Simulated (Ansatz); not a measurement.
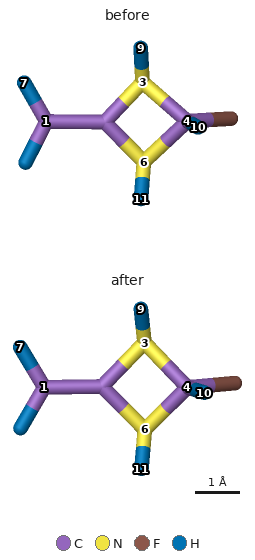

The structure of C3H5FN2 (coarse preliminary run) before (top) and after (bottom) a relaxation, at one scale.

A stick model, seen face on.

The start comes from a force field.

Level of theory: RKS PBE-D4/def2-SVP (Ansatz).

Input
```yaml
crystal:
  periodic: [false, false, false]
  atoms:
    - {symbol: C, position_ang: [-0.520100, -1.718400, 0.447900]}
    - {symbol: C, position_ang: [-0.303300, -0.390900, 0.229700]}
    - {symbol: N, position_ang: [0.461800, 0.459900, 0.800400]}
    - {symbol: C, position_ang: [0.480300, 1.303400, -0.330600]}
    - {symbol: F, position_ang: [0.080300, 2.555200, -0.063100]}
    - {symbol: N, position_ang: [-0.703200, 0.490200, -0.654500]}
    - {symbol: H, position_ang: [-0.076100, -2.207100, 1.258100]}
    - {symbol: H, position_ang: [-1.243800, -2.176400, -0.197800]}
    - {symbol: H, position_ang: [1.433200, 0.212700, 1.131400]}
    - {symbol: H, position_ang: [1.254000, 1.188600, -0.994600]}
    - {symbol: H, position_ang: [-0.797800, 0.225700, -1.606300]}
basis:
  gaussian: {orbitals: def2-SVP}
hamiltonian: {xc: pbe, dispersion: d4}
relax: {f_tol: 0.03, max_steps: 200}
```

Run as
```bash
ansatz run in.yaml --threads 4 --pin off --events-out ev --progress --plain --max-ram 10444MiB
```

Q: What changed between the two?

A: The atom that moves furthest after the best rigid fit is H10 (0.15 Å). Largest moves by element: H 0.15 Å, N 0.12 Å, F 0.09 Å, C 0.07 Å. Near-neighbour distances that change, for instance: C2–N3 1.279 → 1.421 Å, C2–N6 1.311 → 1.421 Å, C4–H10 1.026 → 1.118 Å, C1–H7 1.045 → 1.097 Å. Among the angles between lasting bonds that change: F5–C4–H10 117.3° → 106.2°, C4–N3–H9 112.3° → 121.5°, N3–C4–N6 80.5° → 88.7°. The energy falls by 145.0 kJ/mol in 4 accepted moves (5 points after the start). Largest force component: 8.5 eV/Å at the start, 0.016 eV/Å at the end. The line search rejected the trial step at point 3 of the run.
